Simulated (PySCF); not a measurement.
**C$_{4}$H$_{8}$O, SMILES `C1CCOC1`: what the electrons do**

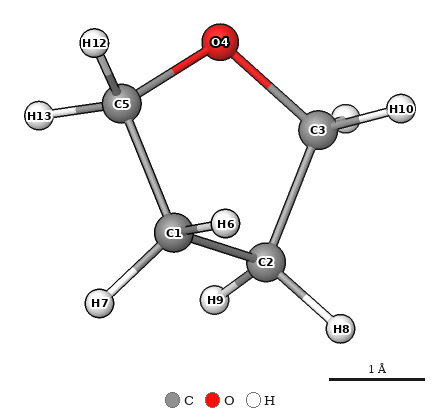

The molecule, with its atoms numbered as below. No frequency check shows the geometry to be a minimum.

Coordinates in Å:

```
C1       0.7368    0.9902    0.2252
C2      -0.7222    1.0006   -0.2249
C3      -1.1561   -0.4219    0.1297
O4      -0.0100   -1.2459    0.0004
C5       1.1506   -0.4379   -0.1305
H6       0.8001    1.1451    1.3030
H7       1.3492    1.7350   -0.2776
H8      -1.3241    1.7535    0.2785
H9      -0.7833    1.1572   -1.3026
H10     -1.5149   -0.4722    1.1674
H11     -1.9386   -0.8091   -0.5285
H12      1.9277   -0.8366    0.5274
H13      1.5087   -0.4925   -1.1683
```

## 1. Removing or adding an electron

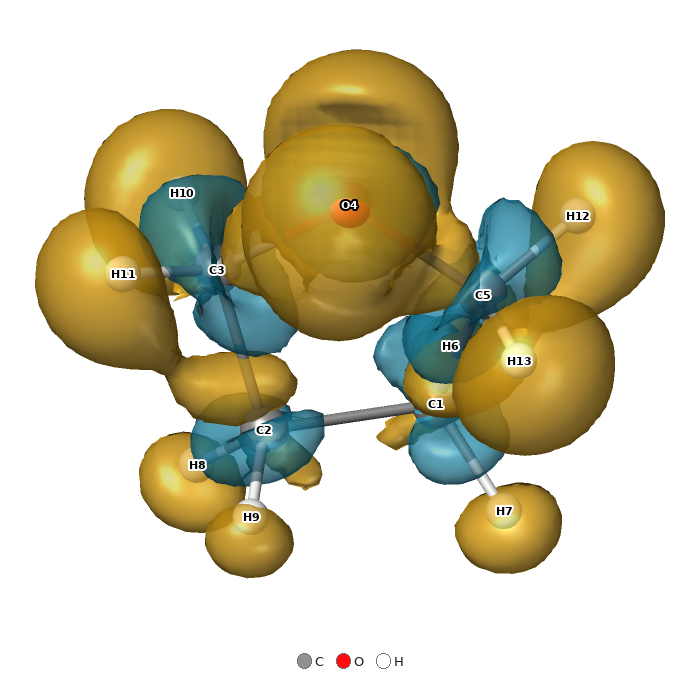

Fukui function f⁻ = ρ(N) − ρ(N−1) at fixed geometry, surfaces at ±0.02 e/Å³ (yellow positive, teal negative).

Computed with PySCF, ωB97X/6-311+G**, geometry: GFN2-xTB.

On which atoms does the density change most on removal of an electron?

Answer. f⁻ (Hirshfeld-condensed) is largest on O4 (0.33); the vertical ionisation energy is 9.47 eV (the stability of the cation's solution wasn't checked). Condensed values hint at sites of electrophilic attack but needn't mark the atom that reacts. Orbital relaxation makes it negative in places (0.29 e in all).

## 2. Localised orbitals

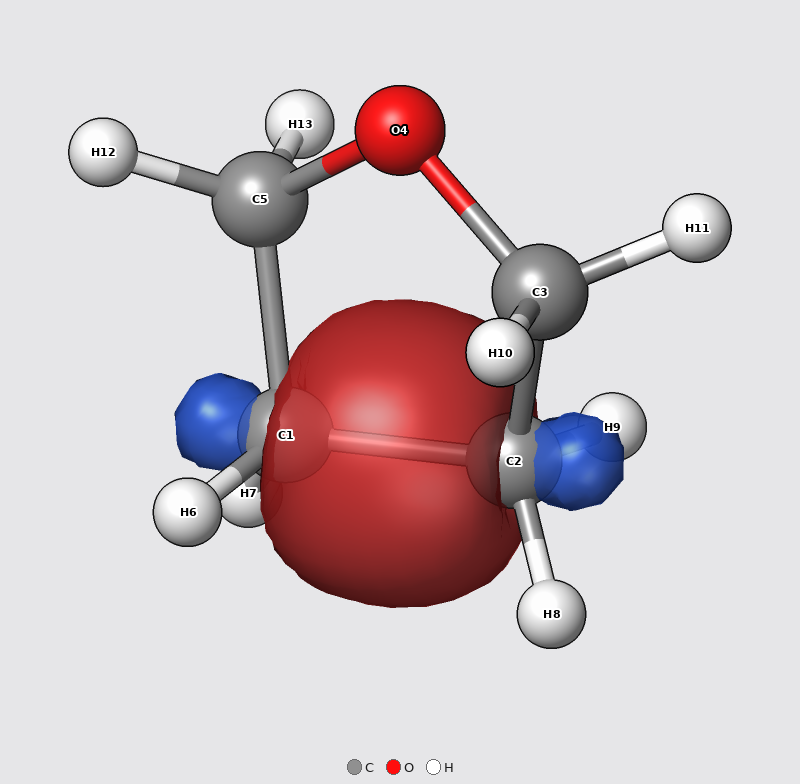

Foster–Boys orbitals, occupied; each surface holds about 85 % of the orbital's density. Energies are diagonal elements of the Fock matrix.

Method: ωB97X/6-31G*; geometry: GFN2-xTB; program: PySCF.

What does this orbital represent?

Answer. σ bond C1–C2 (C1 49 %, C2 49 %; −16.8 eV).

## 3. Stretching a bond

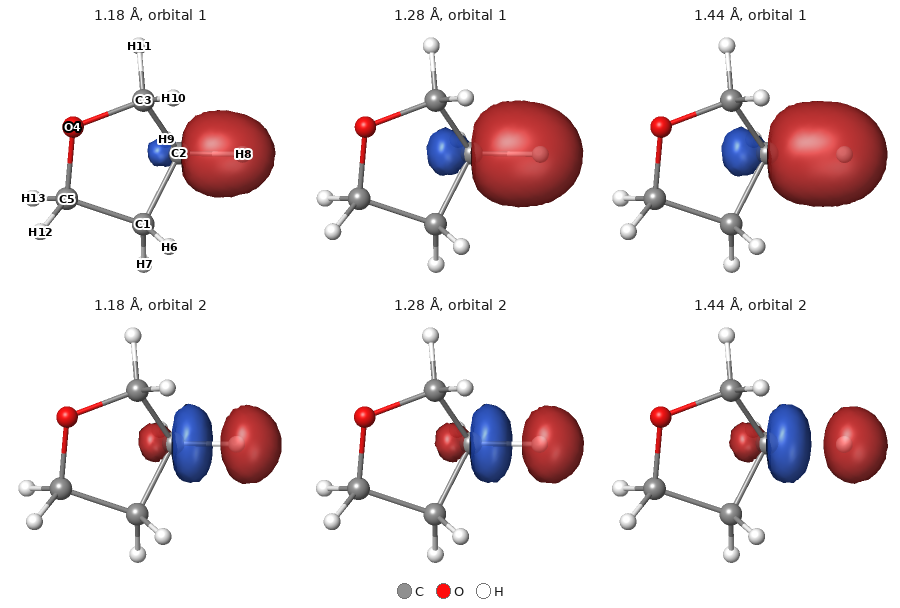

Rigid stretch of the C2–H8 bond. The two CASSCF(2,2) natural orbitals nearest half filling (orbital 1 the more occupied).

Computed with PySCF, def2-SVP basis, geometry: GFN2-xTB.

How do the occupations change along the stretch?

Answer. 1.18 Å: 1.98 and 0.02; 1.28 Å: 1.97 and 0.03; 1.44 Å: 1.95 and 0.05. At the longest distance computed (3.00 Å) they are 1.30 and 0.70, and the effective number of unpaired electrons is 1.7.

Where does the UHF solution part from RHF?

Answer. Between 1.66 Å (⟨S²⟩ = 0, the two coincide) and 1.93 Å (⟨S²⟩ = 0.56); at 3.00 Å ⟨S²⟩ is 0.99 and UHF lies 3.4 eV below RHF.

How much energy does the stretch cost?

Answer. By CASSCF, 4.3 eV from the lowest point of the scan (1.07 Å) to 3.00 Å; RHF gives 7.3 eV from its own lowest point. The fragments aren't relaxed and dynamic correlation is missing, so this isn't a bond dissociation energy.
